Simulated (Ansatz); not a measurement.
## ZnSiNH6ClO: geometry relaxation (part 1 of 2)

- system: ZnSiNH6ClO
- method: RHF/def2-SVP (Ansatz 0.2.0)

The input holds or restrains some coordinates. It belongs to a series of runs on one base structure; here: pulled along the bonds that form and break, towards end B. Figures and captions count atoms from 1; the log counts them from 0 in places.

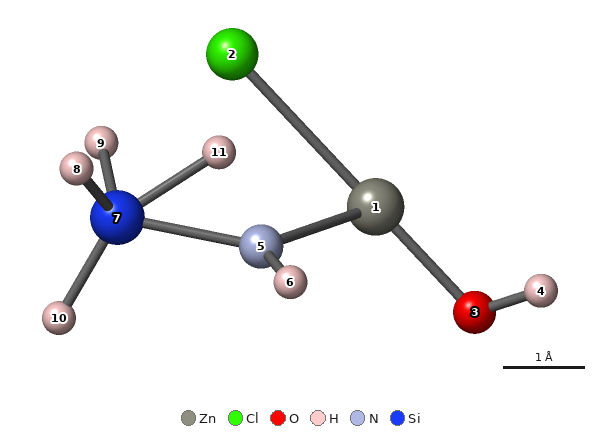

Figure 1. The starting structure (ball-and-stick view, seen at a tilt; atoms are numbered from 1 in the order of the input). Sticks mark near contacts.

## Results in brief

```json
{"quantity": "outcome", "value": "converged under the restraints of the input"}
{"quantity": "total energy", "value": "−72341.5177 eV"}
{"quantity": "mean-field energy", "value": "−72341.5177 eV"}
{"quantity": "largest force (length of the vector) at the end, held atoms and coordinates included", "value": "1.332 eV/Å"}
{"quantity": "hardware", "value": "2 threads of Arm Neoverse V2, 24 GiB of memory available, shared host"}
{"quantity": "wall time", "value": "38 s (CPU time 73 s)"}
{"quantity": "peak memory", "value": "0.32 GiB"}
```

## Input
```yaml
crystal:
  periodic: [false, false, false]
  atoms:
    - { symbol: Zn, position_ang: [0.0, 0.0, 0.0] }
    - { symbol: Cl, position_ang: [0.0, 0.0, 2.59] }
    - { symbol: O, position_ang: [0.0, 0.0, -1.79] }
    - { symbol: H, position_ang: [0.2547, -0.9174, -2.1271] }
    - { symbol: "N", position_ang: [-2.0823, -0.3777, 0.7032] }
    - { symbol: H, position_ang: [-2.6997, -1.0664, 0.1855] }
    - { symbol: Si, position_ang: [-2.7215, 0.4966, 2.1658] }
    - { symbol: H, position_ang: [-3.4387, -0.4443, 3.0213] }
    - { symbol: H, position_ang: [-1.6088, 1.0793, 2.9102] }
    - { symbol: H, position_ang: [-3.6304, 1.5573, 1.741] }
    - { symbol: H, position_ang: [-1.4466, -0.2624, 1.8808] }
basis:
  gaussian: { orbitals: def2-SVP }
hamiltonian:
  xc: hf
relax:
  f_tol: 0.15
  max_steps: 25
  restrain:
    - { distance: [0, 4], at: 1.93, k: 30.0 }
    - { distance: [10, 1], at: 1.37, k: 30.0 }
    - { distance: [0, 1], at: 3.44, k: 30.0 }
    - { distance: [10, 4], at: 2.26, k: 30.0 }
output:
  orbitals: {}
```

Launch command:
```bash
ansatz run input.yaml --threads 2 --pin off --max-ram 3072MiB --backend cpu --events-out ev --progress --plain --runs-dir out
```

## What the program printed
```
The last accepted step is kept in [file] (removed where the run ends without a failure and the disk answers)
Engine: ansatz 0.2.0, aarch64-unknown-linux-gnu
Functional definition: HF
  exchange = exact_x
  correlation = 0
1295 factors; integrals over basis functions are off by at most 3.5e-4 eV
mean field evaluation 1: about -72331.6846 eV, gradient 4.7e1 eV
mean field evaluation 2: about -72331.8883 eV, gradient 4.7e1 eV
mean field evaluation 4: about -72336.6960 eV, gradient 3.7e0 eV
mean field evaluation 8: about -72336.7640 eV, gradient 4.5e-1 eV
mean field -72336.76533853 eV, -2658.3270945705 hartree, gradient 1.3e-5 eV, S^2 0.000000; 0 other end points of the search recorded, 0 dependent functions left out
the calculation of the forces begins
reference -72336.76533853 eV, -2658.3270945705 hartree; 41, 41 occupied and 84, 84 virtual orbitals, 1295 factors
relax step   1: F+E_penalty+E_count = -72336.76533853 eV  Δ(F+E_penalty+E_count) = +0.000e0 eV  max|allowed force component| = 5.371e0 eV/Å  E_restraint = 25.82832685 eV  max|allowed force component, restraints' pulls added| = 2.475e1 eV/Å  Δτ_max = 0.0000 Å  (39 SCF iters, accepted)
  distance Zn 0 - N 4 = 2.2300 Å
  distance H 10 - Cl 1 = 1.6323 Å
  distance Zn 0 - Cl 1 = 2.5900 Å
  distance H 10 - N 4 = 1.3432 Å
these checks for a lower state are left out or cut short: starts, cluster_reference, orbital_swaps, neighbouring_geometries, increment
1295 factors; integrals over basis functions are off by at most 5.5e-4 eV
mean field evaluation 16: about -72335.8579 eV, gradient 1.5e1 eV
mean field -72336.91920220 eV, -2658.3327489558 hartree, gradient 1.8e-5 eV, S^2 0.000000; 0 other end points of the search recorded, 0 dependent functions left out
[... from here on the field's lines of each further geometry are left out, up to the last ...]
relax step   2: F+E_penalty+E_count = -72336.91920220 eV  Δ(F+E_penalty+E_count) = -1.539e-1 eV  max|allowed force component| = 3.731e0 eV/Å  E_restraint = 11.67385617 eV  max|allowed force component, restraints' pulls added| = 1.792e1 eV/Å  Δτ_max = 0.1947 Å  (41 SCF iters, accepted)
relax step   3: F+E_penalty+E_count = -72337.41238637 eV  Δ(F+E_penalty+E_count) = -4.932e-1 eV  max|allowed force component| = 4.259e0 eV/Å  E_restraint = 4.09907231 eV  max|allowed force component, restraints' pulls added| = 1.070e1 eV/Å  Δτ_max = 0.1948 Å  (40 SCF iters, accepted)
relax step   4: F+E_penalty+E_count = -72338.58460268 eV  Δ(F+E_penalty+E_count) = -1.172e0 eV  max|allowed force component| = 4.019e0 eV/Å  E_restraint = 0.71593458 eV  max|allowed force component, restraints' pulls added| = 4.784e0 eV/Å  Δτ_max = 0.1947 Å  (39 SCF iters, accepted)
relax step   5: F+E_penalty+E_count = -72340.09214318 eV  Δ(F+E_penalty+E_count) = -1.508e0 eV  max|allowed force component| = 3.011e0 eV/Å  E_restraint = 0.04458480 eV  max|allowed force component, restraints' pulls added| = 2.891e0 eV/Å  Δτ_max = 0.1923 Å  (38 SCF iters, accepted)
relax step   6: F+E_penalty+E_count = -72340.71024045 eV  Δ(F+E_penalty+E_count) = -6.181e-1 eV  max|allowed force component| = 2.157e0 eV/Å  E_restraint = 0.04784985 eV  max|allowed force component, restraints' pulls added| = 2.157e0 eV/Å  Δτ_max = 0.1947 Å  (37 SCF iters, accepted)
relax step   7: F+E_penalty+E_count = -72341.07876818 eV  Δ(F+E_penalty+E_count) = -3.685e-1 eV  max|allowed force component| = 1.366e0 eV/Å  E_restraint = 0.03873490 eV  max|allowed force component, restraints' pulls added| = 1.189e0 eV/Å  Δτ_max = 0.2000 Å  (39 SCF iters, accepted)
relax step   8: F+E_penalty+E_count = -72341.28103081 eV  Δ(F+E_penalty+E_count) = -2.023e-1 eV  max|allowed force component| = 1.490e0 eV/Å  E_restraint = 0.02959927 eV  max|allowed force component, restraints' pulls added| = 5.503e-1 eV/Å  Δτ_max = 0.2000 Å  (37 SCF iters, accepted)
relax step   9: F+E_penalty+E_count = -72341.38791655 eV  Δ(F+E_penalty+E_count) = -1.069e-1 eV  max|allowed force component| = 1.356e0 eV/Å  E_restraint = 0.03126713 eV  max|allowed force component, restraints' pulls added| = 3.576e-1 eV/Å  Δτ_max = 0.2000 Å  (37 SCF iters, accepted)
relax step  10: F+E_penalty+E_count = -72341.42659751 eV  Δ(F+E_penalty+E_count) = -3.868e-2 eV  max|allowed force component| = 1.313e0 eV/Å  E_restraint = 0.03320859 eV  max|allowed force component, restraints' pulls added| = 3.470e-1 eV/Å  Δτ_max = 0.1876 Å  (39 SCF iters, accepted)
relax step  11: F+E_penalty+E_count = -72341.41599553 eV  Δ(F+E_penalty+E_count) = +1.060e-2 eV  max|allowed force component| = 1.945e0 eV/Å  E_restraint = 0.01916524 eV  max|allowed force component, restraints' pulls added| = 1.562e0 eV/Å  Δτ_max = 0.1970 Å  (39 SCF iters, accepted)
relax step  12: F+E_penalty+E_count = -72341.49270024 eV  Δ(F+E_penalty+E_count) = -7.670e-2 eV  max|allowed force component| = 1.341e0 eV/Å  E_restraint = 0.03622830 eV  max|allowed force component, restraints' pulls added| = 1.645e-1 eV/Å  Δτ_max = 0.2000 Å  (39 SCF iters, accepted)
relax step  13: F+E_penalty+E_count = -72341.51294652 eV  Δ(F+E_penalty+E_count) = -2.025e-2 eV  max|allowed force component| = 1.307e0 eV/Å  E_restraint = 0.03414435 eV  max|allowed force component, restraints' pulls added| = 1.396e-1 eV/Å  Δτ_max = 0.2000 Å  (39 SCF iters, accepted)
relax step  14: F+E_penalty+E_count = -72341.40455300 eV  Δ(F+E_penalty+E_count) = +1.084e-1 eV  max|allowed force component| = 3.007e0 eV/Å  E_restraint = 0.02626676 eV  max|allowed force component, restraints' pulls added| = 3.007e0 eV/Å  Δτ_max = 0.1964 Å  (40 SCF iters, rejected (line search))
relax step  15: F+E_penalty+E_count = -72341.47477768 eV  Δ(F+E_penalty+E_count) = +3.817e-2 eV  max|allowed force component| = 1.502e0 eV/Å  E_restraint = 0.02744730 eV  max|allowed force component, restraints' pulls added| = 8.970e-1 eV/Å  Δτ_max = 0.0957 Å  (40 SCF iters, rejected (line search))
the calculation of the forces begins
reference -72341.51774795 eV, -2658.5017423954 hartree; 41, 41 occupied and 84, 84 virtual orbitals, 1292 factors
relax step  16: F+E_penalty+E_count = -72341.51774795 eV  Δ(F+E_penalty+E_count) = -4.801e-3 eV  max|allowed force component| = 1.324e0 eV/Å  E_restraint = 0.03346136 eV  max|allowed force component, restraints' pulls added| = 9.309e-2 eV/Å  Δτ_max = 0.0465 Å  (40 SCF iters, accepted)
  distance Zn 0 - N 4 = 1.9097 Å
  distance H 10 - Cl 1 = 1.3276 Å
  distance Zn 0 - Cl 1 = 3.4383 Å
  distance H 10 - N 4 = 2.2561 Å
1292 factors; integrals over basis functions are off by at most 1.2e-3 eV
mean field evaluation 160: about -72341.5177 eV, gradient 1.1e-1 eV
```

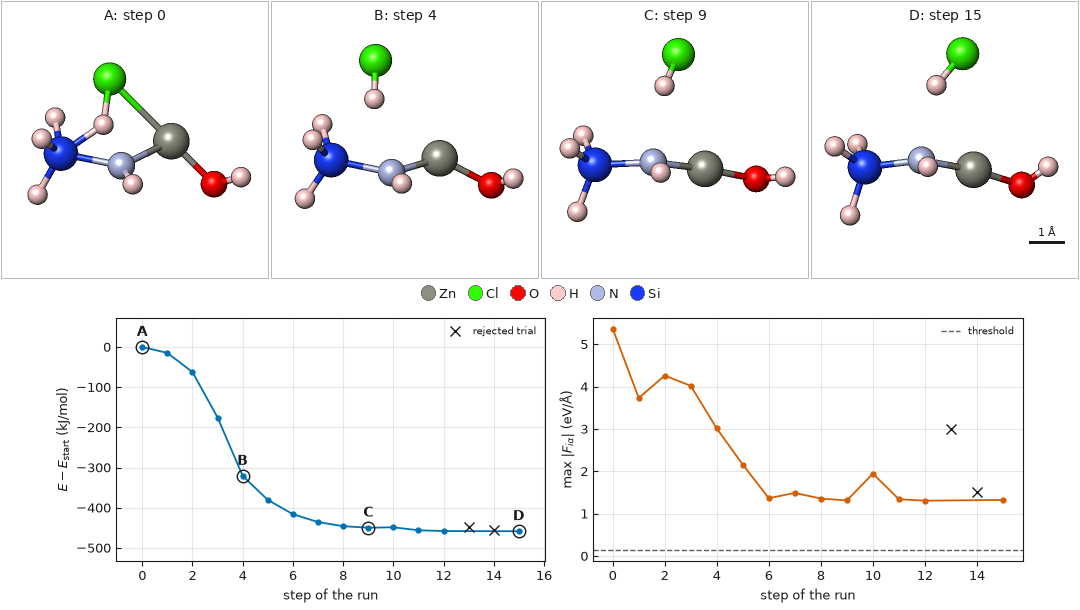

Figure 2. Frames of the restrained relaxation (ball-and-stick view, seen at a tilt) above the curves, on which the letters mark them (the first geometry is step 0 here and step 1 in the log).

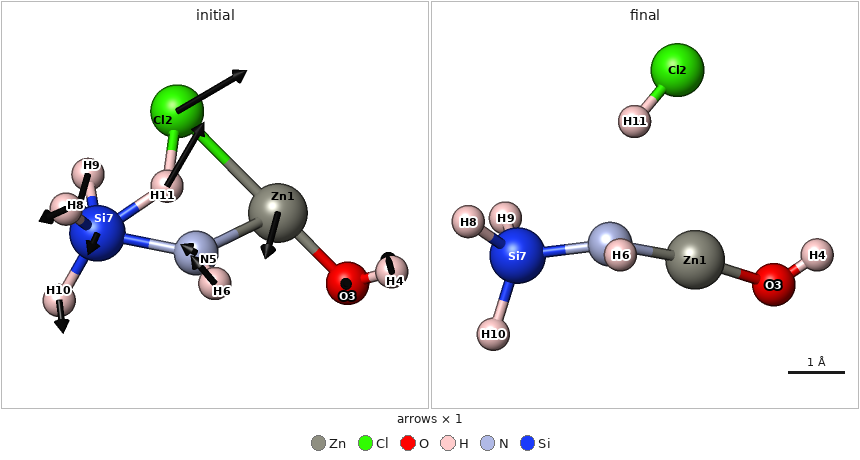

Figure 3. Before (left) and after (right) the restrained relaxation, at one scale (ball-and-stick view, seen at a tilt). The black arrows give the displacements, at true length. Cl2 moves most after the best rigid fit: 1.57 Å. By element the largest moves are Cl 1.57 Å, H 1.36 Å, Zn 1.02 Å, Si 0.45 Å, N 0.36 Å, O 0.24 Å. Distances before and after: Si7–H11 1.511 → 3.203 Å, Zn1–Cl2 2.590 → 3.438 Å, Zn1–N5 2.230 → 1.910 Å, Cl2–H11 1.632 → 1.328 Å. Bonds break: Si7–H11 (1.51 → 3.20 Å), Zn1–Cl2 (2.59 → 3.44 Å). Among the angles that change: O3–Zn1–N5 108.4° → 173.7°, Zn1–O3–H4 109.5° → 122.5°, Zn1–N5–H6 120.0° → 112.6°. The energy falls by 458.5 kJ/mol in 15 geometry steps. Largest force component: 5.4 eV/Å at the start, 1.3 eV/Å at the end. The line search rejected the trial steps at points 13, 14 (counted from 0) and went back. (Atoms are counted from 1 in the order of the input.)

```
mean field -72341.51774795 eV, -2658.5017423954 hartree, gradient 1.4e-5 eV, S^2 0.000000; 1 other end points of the search recorded, 0 dependent functions left out
the calculation of the forces begins
reference -72341.51774795 eV, -2658.5017423954 hartree; 41, 41 occupied and 84, 84 virtual orbitals, 1292 factors
Total energy: -72341.51774795 eV, -2658.5017423954 hartree
Atom 0 at    -0.935878    -0.121963    -0.355234 Å, force    -0.363130    -0.119353     0.443223 eV/Å
Atom 1 at     0.900635    -1.124222     2.373198 Å, force    -1.324270     0.105926    -0.099076 eV/Å
Atom 2 at     0.084178     0.173127    -1.783085 Å, force     0.058867    -0.088788     0.022455 eV/Å
Atom 3 at     0.899144    -0.282630    -1.927202 Å, force    -0.092152     0.086495     0.045511 eV/Å
Atom 4 at    -2.194837    -0.429280     1.047453 Å, force     0.536019     0.052502    -0.474107 eV/Å
Atom 5 at    -2.698712    -1.294693     0.933033 Å, force    -0.005605     0.018106     0.012489 eV/Å
Atom 6 at    -3.064263     0.757156     1.949892 Å, force    -0.013264     0.032539     0.066068 eV/Å
Atom 7 at    -3.696596     0.145997     3.146922 Å, force    -0.002231     0.010831     0.008755 eV/Å
Atom 8 at    -2.101291     1.802171     2.385508 Å, force    -0.014155     0.010539    -0.017801 eV/Å
Atom 9 at    -4.144603     1.454830     1.197878 Å, force     0.010560    -0.027021    -0.001644 eV/Å
Atom 10 at    -0.421077    -1.015492     2.312336 Å, force     1.209362    -0.081776    -0.005873 eV/Å
Dipole moment:    -0.209860    -0.356585    -0.045974 e Å
```

## Trajectory as extended XYZ (Å, eV, eV/Å), 16 frames, from step=1 to step=16
```
11
Properties=species:S:1:pos:R:3:forces:R:3 step=1 energy=-72336.76534
Zn    0.0000    0.0000    0.0000   -2.0305  -0.1205   1.5783
Cl    0.0000    0.0000    2.5900    4.2794  -1.4522  -0.9011
O     0.0000    0.0000   -1.7900    1.5195  -3.0685  -1.3157
H     0.2547   -0.9174   -2.1271   -0.7713   2.9471   0.7264
N    -2.0823   -0.3777    0.7032    1.3663   1.7642   2.1985
H    -2.6997   -1.0664    0.1855    1.1644   0.8754   2.1265
Si   -2.7215    0.4966    2.1658   -5.3711   2.6614  -0.7529
H    -3.4387   -0.4443    3.0213   -0.2640  -0.3555   0.2902
H    -1.6088    1.0793    2.9102   -2.1209   1.2261   0.0574
H    -3.6304    1.5573    1.7410   -0.5415   0.3009  -0.1020
H    -1.4466   -0.2624    1.8808    2.7697  -4.7783  -3.9056
11
Properties=species:S:1:pos:R:3:forces:R:3 step=2 energy=-72336.91920
Zn   -0.0969   -0.0131   -0.1220   -2.7889  -0.1079   3.1150
Cl    0.0110   -0.0274    2.7662    1.9583  -1.7896  -1.2592
O     0.0125   -0.0133   -1.8404    1.4325  -1.5797  -2.5229
H     0.2525   -0.9069   -2.1300   -0.2974   1.3645  -0.1446
N    -2.0834   -0.3367    0.5907    1.3450   1.5347   3.5589
H    -2.6949   -1.0679    0.1952    0.7097   0.5764   0.8470
Si   -2.7445    0.4998    2.1383   -3.1113   1.2035  -1.9198
H    -3.4416   -0.4471    3.0217   -0.1659  -0.2756   0.0661
H    -1.6407    1.0946    2.9088   -2.0793   1.1633  -0.2555
H    -3.6408    1.5644    1.7374   -0.7341   0.4135  -0.1745
H    -1.3065   -0.2815    2.0147    3.7315  -2.5032  -1.3104
11
Properties=species:S:1:pos:R:3:forces:R:3 step=3 energy=-72337.41239
Zn   -0.1920   -0.0178   -0.2005   -3.2822  -0.1324   3.6297
Cl    0.0225   -0.0557    2.8801    0.9191  -1.8247  -1.1382
O     0.0304   -0.0217   -1.8777    1.4975  -0.3427  -3.1058
H     0.2527   -0.9022   -2.1375    0.0886   0.0922  -0.6668
N    -2.0954   -0.3060    0.5002    0.9691   1.8187   4.2593
H    -2.6913   -1.0655    0.1948    0.3365   0.1161   0.0621
Si   -2.7646    0.5035    2.1087   -1.5223   0.2232  -2.5885
H    -3.4426   -0.4492    3.0199   -0.0547  -0.1802  -0.1313
H    -1.6665    1.1084    2.9019   -1.9656   0.9801  -0.5022
H    -3.6522    1.5708    1.7339   -0.8855   0.5508  -0.1998
H    -1.1744   -0.2996    2.1567    3.8993  -1.3012   0.3814
```
